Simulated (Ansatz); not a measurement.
Consider Be3Se4.

```cif
data_structure
_symmetry_space_group_name_H-M 'P 1'
_symmetry_Int_Tables_number 1
_cell_length_a 6.7757
_cell_length_b 6.5328
_cell_length_c 6.0808
_cell_angle_alpha 90.000
_cell_angle_beta 90.000
_cell_angle_gamma 90.000
_cell_volume 269.16
loop_
_atom_site_label
_atom_site_type_symbol
_atom_site_fract_x
_atom_site_fract_y
_atom_site_fract_z
_atom_site_occupancy
Be1 Be 0.00000 0.13097 0.53946 1
Be2 Be 0.75003 0.32587 0.99763 1
Be3 Be 0.24997 0.32587 0.99763 1
Be4 Be 0.50000 0.86903 0.03946 1
Be5 Be 0.25003 0.67413 0.49763 1
Be6 Be 0.74997 0.67413 0.49763 1
Se1 Se 0.00000 0.84167 0.38503 1
Se2 Se 0.81529 0.36238 0.35784 1
Se3 Se 0.18471 0.36238 0.35784 1
Se4 Se 0.50000 0.15833 0.88503 1
Se5 Se 0.68471 0.63762 0.85784 1
Se6 Se 0.31529 0.63762 0.85784 1
Se7 Se 0.50000 0.84109 0.38456 1
Se8 Se 0.00000 0.15891 0.88456 1
```

Space group Pmn2₁; a generated structure, not necessarily the stable one; changed on purpose from its base cell (volume × 0.88, shape and atoms relaxed); computed pressure about 5 GPa in this cell.

Computed with Ansatz 0.2.0, DFT PBE, scalar-relativistic, plane waves, PAW.

Question: What will maps of the valence pseudo-density and electron localisation function show?

Answer: Be–Se (2.11 Å): ρ is about 0.72 e/Å³ halfway; the ELF peaks at about 0.90 in the valence shell of Se, 1.3 Å from its nucleus, and is about 0.90 at the midpoint.

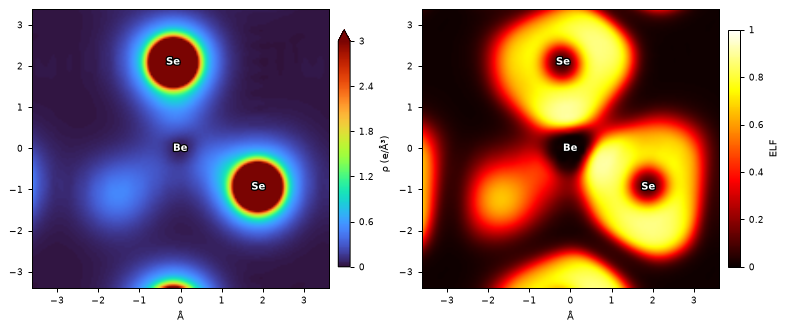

Computed valence pseudo-density and electron localisation function on the (100) plane of the conventional cell, in this order. 

Core electrons are frozen (PAW), and the valence fields are smoothed inside the atomic spheres.
